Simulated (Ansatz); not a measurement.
## Two runs on C3H8Si2

System: C3H8Si2, SMILES C=C=C([SiH3])[SiH3].
Method of run A: RKS wB97M-V/def2-SVP (Ansatz 0.2.0).

The geometry comes from this level: PBE0-D4/def2-TZVP. Text and figures count atoms from 1; the logs count them from 0 in places.

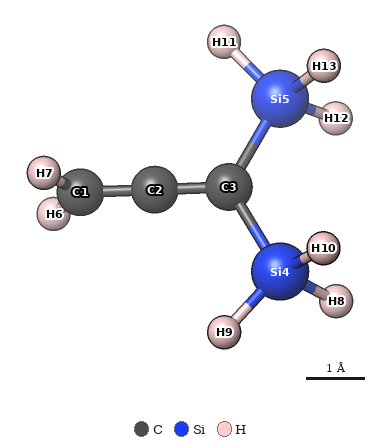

Figure 1. The structure (ball-and-stick view, seen at a tilt; atoms are numbered from 1 in the order of the input). Bond lengths as drawn: C–C 1.30 Å, C–H 1.08 Å, C–Si 1.87 Å and H–Si 1.48 to 1.49 Å.

### Input, run A
```yaml
crystal:
  periodic: [false, false, false]
  atoms:
    - {symbol: C, position_ang: [-1.070923, 2.001217, -1.007728]}
    - {symbol: C, position_ang: [-0.509459, 0.952167, -0.479476]}
    - {symbol: C, position_ang: [0.051933, -0.096545, 0.048521]}
    - {symbol: Si, position_ang: [0.259346, -0.167586, 1.902154]}
    - {symbol: Si, position_ang: [0.619526, -1.473939, -1.076053]}
    - {symbol: H, position_ang: [-2.144039, 2.043591, -1.156067]}
    - {symbol: H, position_ang: [-0.478532, 2.856778, -1.311806]}
    - {symbol: H, position_ang: [-0.450026, -1.358411, 2.441410]}
    - {symbol: H, position_ang: [-0.288100, 1.067006, 2.516156]}
    - {symbol: H, position_ang: [1.700922, -0.305059, 2.241103]}
    - {symbol: H, position_ang: [0.326292, -1.122762, -2.487336]}
    - {symbol: H, position_ang: [-0.076831, -2.737260, -0.713852]}
    - {symbol: H, position_ang: [2.080187, -1.693995, -0.902228]}
basis:
  gaussian: {orbitals: def2-SVP}
hamiltonian: {xc: {name: wB97M-V}}
output: {orbitals: {seedname: orbitals}}
```

Hardware: 4 threads of Arm Neoverse V2, 23 GiB of memory available, shared host.

### Output (run A)
```
Functional definition: wB97M-V
  parameter omega = 0.3/bohr
  parameter cx = 0.15
  parameter cx01 = 1.007
  parameter cx10 = 0.259
  parameter css00 = 0.443
  parameter css04 = -1.437
  parameter css10 = -4.535
  parameter css20 = -3.390
  parameter css43 = 4.278
  parameter cos00 = 1.000
  parameter cos10 = 1.358
  parameter cos20 = 2.924
  parameter cos21 = -8.812
  parameter cos60 = -1.390
  parameter cos61 = 9.142
  parameter b = 6.0
  parameter c = 0.01
  gx(w, u) = 1 - cx + cx01*u + cx10*w
  gss(w, u) = css00 + css04*u^4 + css10*w + css20*w^2 + css43*w^4*u^3
  gos(w, u) = cos00 + cos10*w + (cos20 + cos21*u)*w^2 + (cos60 + cos61*u)*w^6
  exchange = spin_sum(e_x_unif_sr(omega)*gx(b97_w, b97_u_x)) + cx*exact_x_sr(omega) + exact_x_lr(omega)
  correlation = spin_sum(e_c_pw_mod_same_spin*gss(b97_w, b97_u_same))
      + integral(e_c_pw_mod_opposite_spin*gos(b97_w_opposite, b97_u_opposite)) + vv10(b, c)
1330 factors; their error is unknown
394 factors; integrals over basis functions are off by at most 1.0e-5 eV
mean field evaluation 1: about -18981.7705 eV, gradient 3.1e1 eV
mean field evaluation 2: about -18983.3430 eV, gradient 2.0e1 eV
mean field evaluation 4: about -18984.3715 eV, gradient 9.6e-1 eV
mean field evaluation 8: about -18984.4033 eV, gradient 2.2e-1 eV
mean field evaluation 16: about -18984.4034 eV, gradient 2.4e-5 eV
mean field -18984.40336194 eV, -697.6639554604 hartree, gradient 2.4e-5 eV, S^2 0.000000; 0 other end points of the search recorded, 0 dependent functions left out
reference -18984.40341433 eV, -697.6639573858 hartree; 27, 27 occupied and 91, 91 virtual orbitals, 1330 factors
Total energy: -18984.40341433 eV, -697.6639573858 hartree
```

For run B the input was changed thus:
```diff
-  gaussian: {orbitals: def2-SVP}
+  gaussian: {orbitals: "def2-QZVPP.json"}
```

What does this change do to the results?

The total energy of run B is 229.2 kcal/mol lower, which measures the change of basis and not a stability. The LUMO goes from 1.71 to 1.47 eV. The basis functions go from 118 to 551. On the same kind of shared host run B took about 5.5 times as long.

### Output (run B)
```
Functional definition: wB97M-V
  parameter omega = 0.3/bohr
  parameter cx = 0.15
  parameter cx01 = 1.007
  parameter cx10 = 0.259
  parameter css00 = 0.443
  parameter css04 = -1.437
  parameter css10 = -4.535
  parameter css20 = -3.390
  parameter css43 = 4.278
  parameter cos00 = 1.000
  parameter cos10 = 1.358
  parameter cos20 = 2.924
  parameter cos21 = -8.812
  parameter cos60 = -1.390
  parameter cos61 = 9.142
  parameter b = 6.0
  parameter c = 0.01
  gx(w, u) = 1 - cx + cx01*u + cx10*w
  gss(w, u) = css00 + css04*u^4 + css10*w + css20*w^2 + css43*w^4*u^3
  gos(w, u) = cos00 + cos10*w + (cos20 + cos21*u)*w^2 + (cos60 + cos61*u)*w^6
  exchange = spin_sum(e_x_unif_sr(omega)*gx(b97_w, b97_u_x)) + cx*exact_x_sr(omega) + exact_x_lr(omega)
  correlation = spin_sum(e_c_pw_mod_same_spin*gss(b97_w, b97_u_same))
      + integral(e_c_pw_mod_opposite_spin*gos(b97_w_opposite, b97_u_opposite)) + vv10(b, c)
1735 factors; their error is unknown
457 factors; integrals over basis functions are off by at most 9.9e-6 eV
mean field evaluation 1: about -18989.9255 eV, gradient 4.3e1 eV
mean field evaluation 2: about -18992.1088 eV, gradient 3.0e1 eV
mean field evaluation 4: about -18994.3133 eV, gradient 2.3e0 eV
mean field evaluation 8: about -18994.3373 eV, gradient 1.1e-1 eV
mean field evaluation 16: about -18994.3404 eV, gradient 6.4e-5 eV
mean field -18994.34040543 eV, -698.0291350734 hartree, gradient 1.5e-5 eV, S^2 0.000000; 0 other end points of the search recorded, 0 dependent functions left out
reference -18994.34048838 eV, -698.0291381214 hartree; 27, 27 occupied and 524, 524 virtual orbitals, 1735 factors
Total energy: -18994.34048838 eV, -698.0291381214 hartree
```

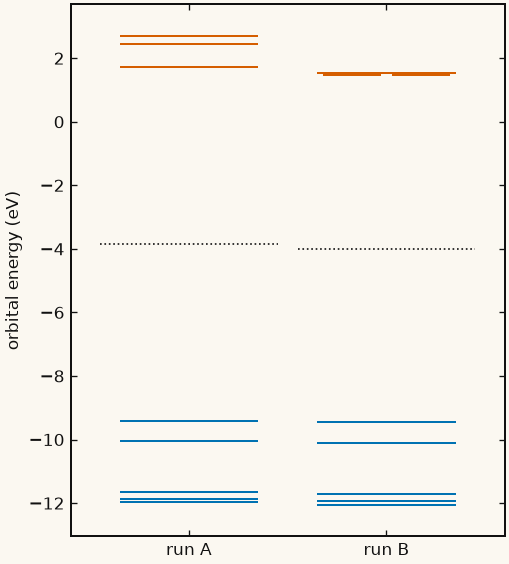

Figure 2. The five highest filled and three lowest empty orbital energies of the two runs; the dotted lines part filled from empty levels. The HOMO–LUMO gap is 11.12 eV in run A and 10.92 eV in run B.

### The two runs side by side

| quantity | run A | run B |
| --- | --- | --- |
| outcome | converged | converged |
| total energy (hartree) | −697.663957 | −698.029138 |
| HOMO (eV) | −9.41 | −9.45 |
| LUMO (eV) | 1.71 | 1.47 |
| basis functions | 118 | 551 |
| wall time (shared host) | 4.7 s | 26 s |
